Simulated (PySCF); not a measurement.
## A study: F4Zr

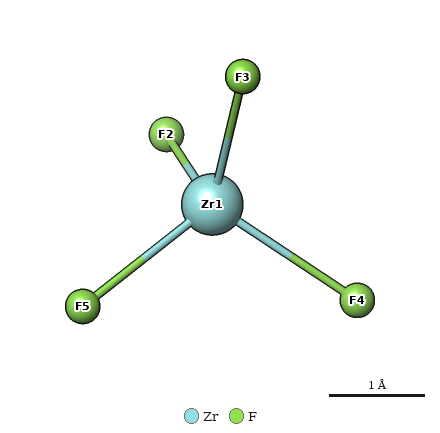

The molecule, with its atoms numbered as below. No frequency check shows the geometry to be a minimum.

Geometry (Å), atoms numbered from 1:

```
Zr1     -0.0000   -0.0000   -0.0000
F2      -0.4823    1.0640   -1.4250
F3       0.4827    1.0639    1.4250
F4       1.4250   -1.0641   -0.4824
F5      -1.4253   -1.0636    0.4825
```

### 1. Bonding charge

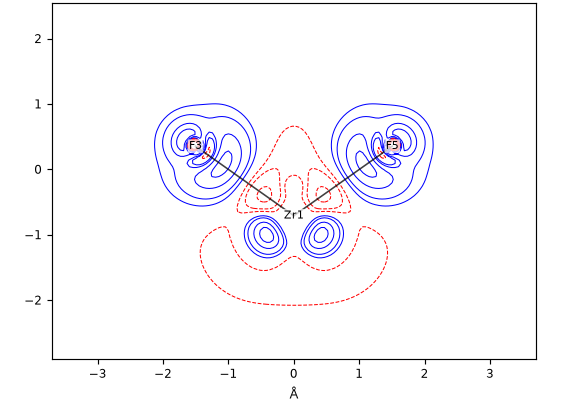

Deformation density (molecule less spherical, spin-averaged free atoms) in the plane of Zr1, F3 and F5; contours at ±0.05 to ±0.8 e/Å³; solid blue lines: gain, dashed red lines: loss.

Method: TPSS/def2-TZVP; geometry: GFN2-xTB; program: PySCF. Core potentials replace the inner electrons of Zr; spin–orbit coupling isn't included. This is a single-reference result, which may miss multireference character in this system.

> Describe the bonding that the map shows.

Zr1–F5 and Zr1–F3: +0.06 e/Å³ at the bond critical point (bond length 1.84 Å, Mayer order 0.9); up to 0.6 Å beside the axis the gain reaches +0.27 e/Å³. In all, 1.4 electrons gather in the regions of gain relative to the promolecule. A small or negative value marks a very polar bond, one between electron-rich atoms, whose free-atom densities already overlap strongly, a long bond to a heavier atom, or a closed-shell contact such as a hydrogen bond.

> Where do the Hirshfeld charges lie?

The highest Hirshfeld charge is on Zr1 (+0.96 e), the lowest on F2, F3, F4 and F5 (−0.24 e).

```
atom  charge (e)
 Zr1       +0.96
  F2       −0.24
  F3       −0.24
  F4       −0.24
  F5       −0.24
```

### 2. Bond critical points

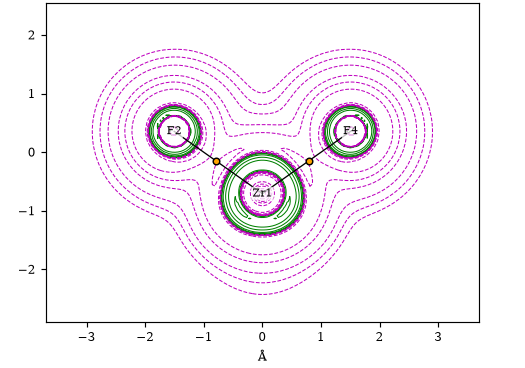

Negative Laplacian of the density (−∇²ρ) in the plane of Zr1, F2 and F4 (solid green lines positive, dashed magenta lines negative, contours at ±0.02 to ±8 a.u.), with bond paths and bond critical points (dots).

> Sort the bonds in the plane by the sign of ∇²ρ at their critical points.

At none is it concentrated. Depleted (∇²ρ > 0): Zr1–F2 and Zr1–F4 (+0.77 a.u., H = −0.053). A positive Laplacian with negative H is typical of metal–ligand bonds.

### 3. Electrostatic potential

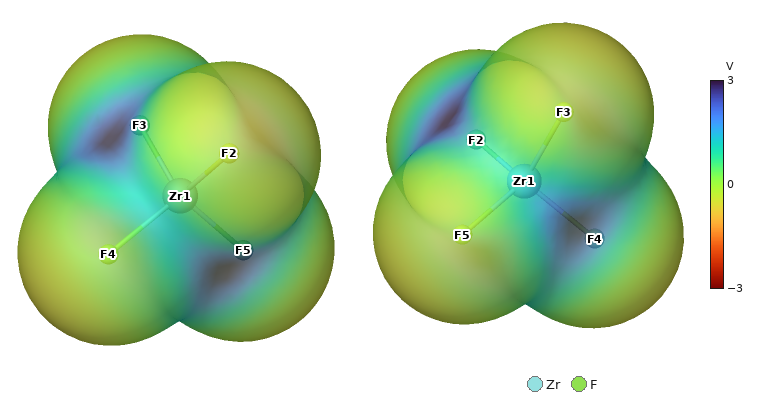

Electrostatic potential on the surface of electron density 0.001 a.u. (back view left, front view right).

> Where are the extremes of the potential on the surface?

Highest: 2.97 V, off the Zr1–F3 bond (2.0 to 2.1 Å from its atoms). Lowest: −0.62 V, 1.7 Å from F2, and at like points elsewhere. The surface is sampled at points, so like sites can differ by a few per cent and only the strongest of them is named.

The PySCF run shown took 53 s on 1 thread of Intel(R) Xeon(R) Processor @ 2.50GHz (Skylake/Cascade Lake) (shared host).
